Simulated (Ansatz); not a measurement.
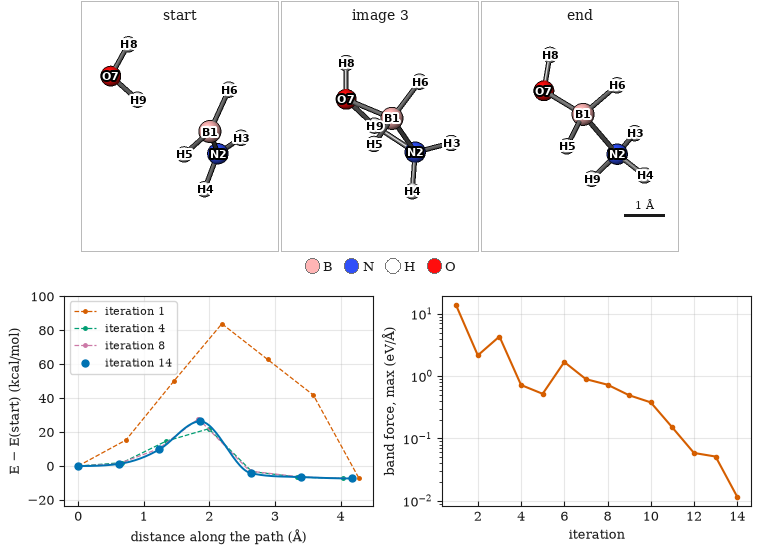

A search for the minimum-energy path of BNH$_{6}$O, made up at the start of BNH$_{4}$ and H$_{2}$O by the nudged elastic band. Images are numbered from 0 (start) to 6 (end). The plot follows the band through its iterations. Style: ball-and-stick. Shown from a free direction.

Method: RHF/def2-SVP (Ansatz 0.2.0). Run with 5 movable images; climbing image; force threshold 0.05 eV/Å; iteration limit 60; starting path through a guess of the saddle point.

> How did the profile develop, and is the result final?

The result is final at these settings. The band converged in 14 iterations. The largest component of the band force went from 14 to 0.012 eV/Å. The climbing image converged on the top of the path. Its vibrational analysis gives one imaginary mode (1772i cm⁻¹), as a transition state must have. The first iteration put the highest image at 83.9 kcal/mol. The energy climbs by 26.3 kcal/mol to image 3 and then falls by 33.7 kcal/mol, so the end point sits at −7.3 kcal/mol.

Limits of the set-up: the start holds two separate molecules, 2.5 Å apart at their closest, whose relative position is a soft coordinate and is computed without a dispersion correction; Hartree-Fock leaves out electron correlation.
